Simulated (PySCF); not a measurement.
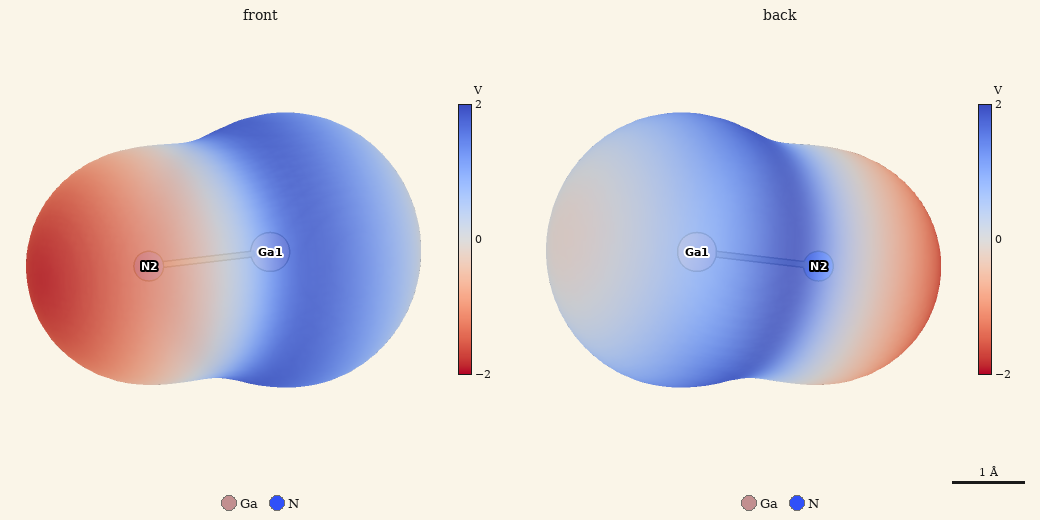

*GaN (triplet). The molecular electrostatic potential painted on the density surface at 0.002 e/bohr³, seen from the front and from behind; the colour scale runs from red (negative) to blue (positive).*

Method: PBE0/cc-pVDZ(-PP), non-relativistic Hamiltonian with scalar-relativistic core potentials where named, at a bond length of 2.026 Å in PySCF.

### Describe the electrostatic potential map.

The most negative region (about −1.9 V) lies over N2, the most positive (about +1.8 V) over Ga1. N2 is the likeliest acceptor of a hydrogen bond.
